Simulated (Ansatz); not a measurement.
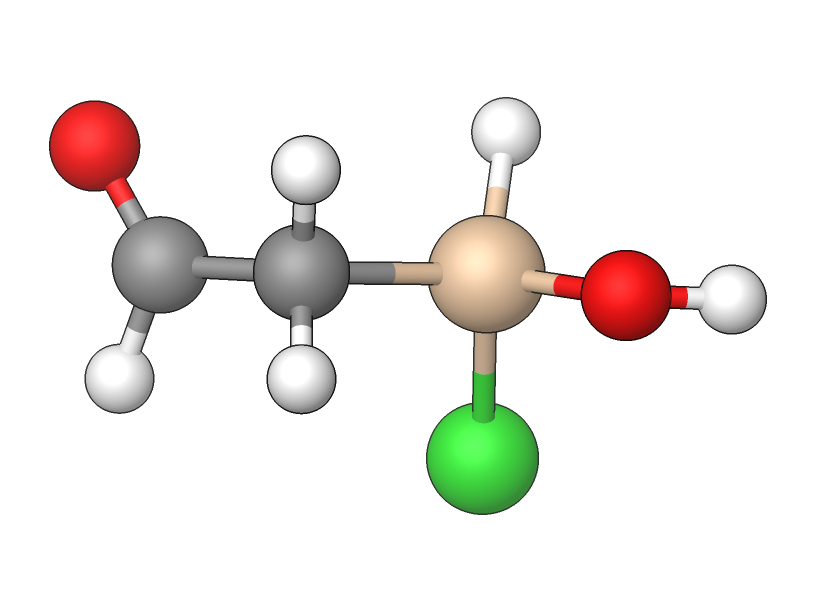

Ball-and-stick drawing of a structure. Colours: oxygen red, carbon grey, silicon light orange, chlorine green, hydrogen white.

Give the formula.

C2H5ClO2Si, 11 atoms: 2 carbon, 5 hydrogen, 1 chlorine, 2 oxygen and 1 silicon.

Write the SMILES.

O=CC[Si@@H](O)Cl

More results for the same structure follow; atom numbers are the same in all pictures, views and colours differ. The geometry was computed by an optimisation with PBE0-D4/def2-TZVP. No frequency run is at hand to confirm it as a minimum.

### Symmetry

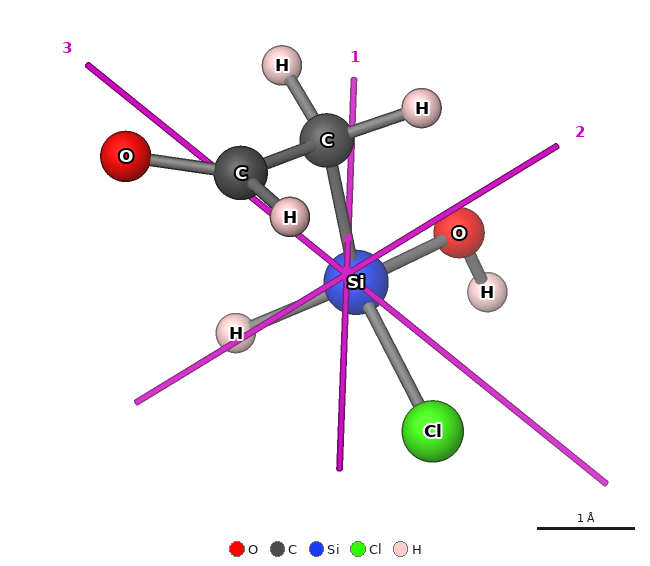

The three principal axes of inertia are drawn and numbered. Depth is shown by fading: the farther an atom, the more it takes the colour of the background. No frequency run is at hand to confirm it as a minimum. Masses are those of the most abundant isotopes; constants are for the rigid equilibrium geometry.

Which line is the a axis (least moment of inertia), which b and which c?

a is line 3, b is line 1, c is line 2; the moments are 154, 340, 453 u Å².

What kind of rotor is it, and what are its rotational constants in GHz?

An asymmetric top (C1): A = 3.27, B = 1.49, C = 1.12 GHz. Ray's parameter κ is −0.66, nearer the prolate limit.

### Levels of theory compared

No frequency run is at hand to confirm it as a minimum. Program: Ansatz 0.2.0.

Compare HOMO energy (eV), HOMO–LUMO gap (eV) at these levels: B3LYP-D4/def2-TZVPP; PBE-D4/def2-TZVPP; PBE0-D4/def2-TZVPP; r2SCAN-D4/def2-TZVPP; ωB97M-V/def2-TZVPP; ωB97X-V/def2-TZVPP.

```csv
level,HOMO energy (eV),HOMO–LUMO gap (eV)
B3LYP-D4/def2-TZVPP,−7.34,6.14
PBE-D4/def2-TZVPP,−5.96,3.89
PBE0-D4/def2-TZVPP,−7.58,6.64
r2SCAN-D4/def2-TZVPP,−6.27,4.45
ωB97M-V/def2-TZVPP,−9.99,11.28
ωB97X-V/def2-TZVPP,−10.05,11.47
```

### Dipole moment

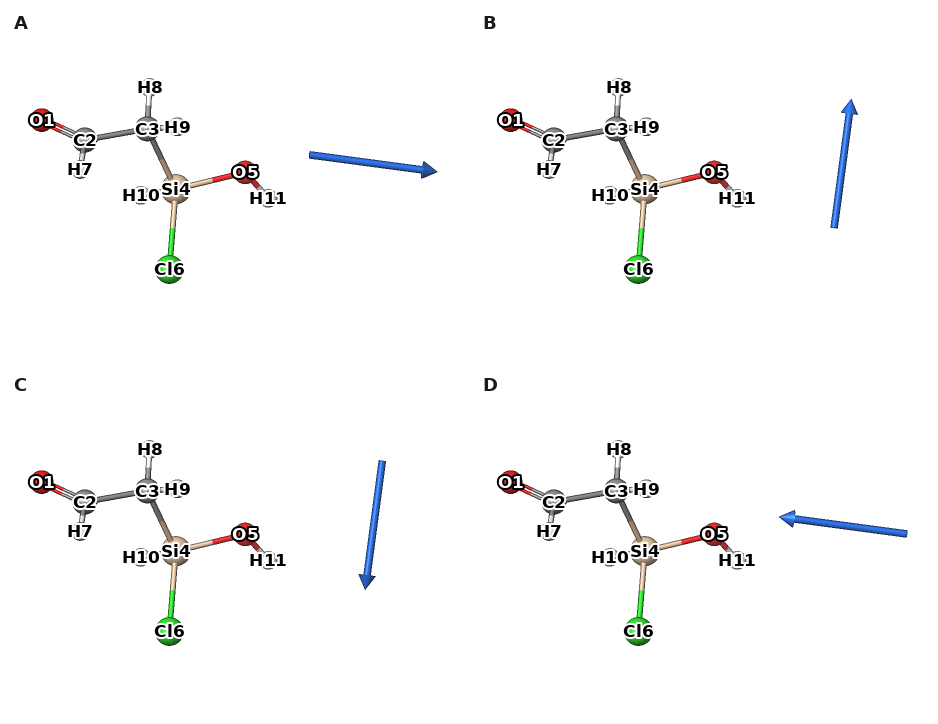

The same molecule four times, each with an arrow. No frequency run is at hand to confirm it as a minimum. Method: RKS PBE-D4/def2-TZVPP (Ansatz 0.2.0).

Which arrow points along the dipole moment, from the negative to the positive end?

A. The dipole moment is 2.91 D; it points from the side of O1 to the side of H11 (the outermost atoms at the two ends).

### Charges

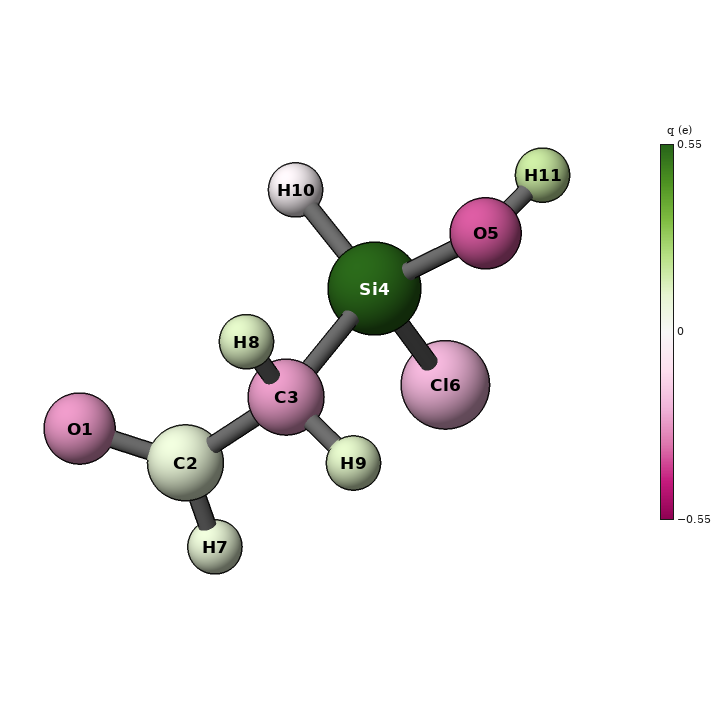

Atoms are coloured by their Mulliken charges. No frequency run is at hand to confirm it as a minimum. Method: RKS ωB97M-V/def2-TZVPP (Ansatz 0.2.0).

Give the Mulliken charges atom by atom.

| atom | value (e) |
| --- | --- |
| O1 | −0.27 |
| C2 | 0.09 |
| C3 | −0.27 |
| Si4 | 0.54 |
| O5 | −0.36 |
| Cl6 | −0.22 |
| H7 | 0.09 |
| H8 | 0.13 |
| H9 | 0.12 |
| H10 | −0.03 |
| H11 | 0.18 |

Mulliken values depend strongly on the basis set and can even reverse the polarity of a bond.
